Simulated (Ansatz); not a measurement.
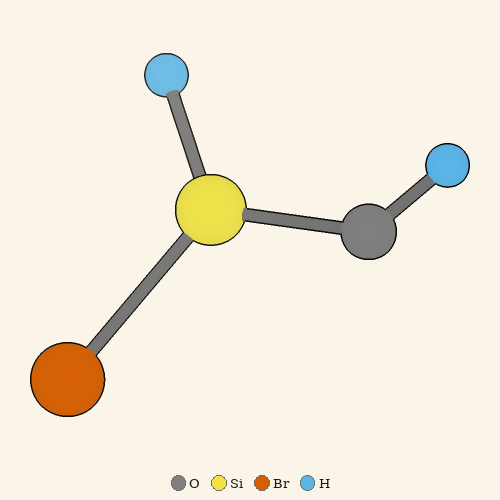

Starting geometry of the run.

The calculation was set up as follows.

```yaml
crystal:
  periodic: [false, false, false]
  atoms:
    - {symbol: O, position_ang: [-0.202953, -0.542706, 0.843451]}
    - {symbol: Si, position_ang: [0.354616, 0.691522, 0.051036]}
    - {symbol: Br, position_ang: [-0.951380, 1.659820, -1.269890]}
    - {symbol: H, position_ang: [0.258167, -1.097654, 1.485236]}
    - {symbol: H, position_ang: [1.739647, 1.142411, 0.235321]}
basis:
  gaussian: {orbitals: def2-TZVPP}
total_charge: 1
hamiltonian: {xc: r2scan, dispersion: d4}
```

Command:

```sh
ansatz run in.yaml --threads 2 --pin off --events-out ev --progress --plain --max-ram 4352MiB
```

Output:

```
Functional definition: r2SCAN
  name "r2SCAN"
  cite "Furness, Kaplan, Ning, Perdew & Sun, J. Phys. Chem. Lett. 11, 8208 (2020) doi:10.1021/acs.jpclett.0c02405"
  cite "Furness, Kaplan, Ning, Perdew & Sun, J. Phys. Chem. Lett. 11, 9248 (2020) doi:10.1021/acs.jpclett.0c03077"
  parent r2scan
  parameter k0 = 0.174
  parameter k1 = 0.065
  parameter a1 = 4.9479
  exchange = r2scan_x(k0 = k0, k1 = k1, a1 = a1)
  correlation = r2scan_c
933 factors; their error is unknown
mean field evaluation 1: about -79984.1852 eV, gradient 8.9e1 eV
mean field evaluation 2: about -79903.8015 eV, gradient 1.8e2 eV
mean field evaluation 4: about -79996.3467 eV, gradient 1.1e1 eV
mean field evaluation 8: about -79996.5572 eV, gradient 4.9e-2 eV
mean field evaluation 16: about -79996.5163 eV, gradient 1.6e-5 eV
mean field -79996.51632181 eV, -2939.8177512403 hartree, gradient 1.6e-5 eV, S^2 0.000000; 0 other end points of the search recorded, 0 dependent functions left out
reference -79996.51633140 eV, -2939.8177515928 hartree; 29, 29 occupied and 120, 120 virtual orbitals, 933 factors
Total energy: -79996.53603811 eV, -2939.8184758008 hartree
```
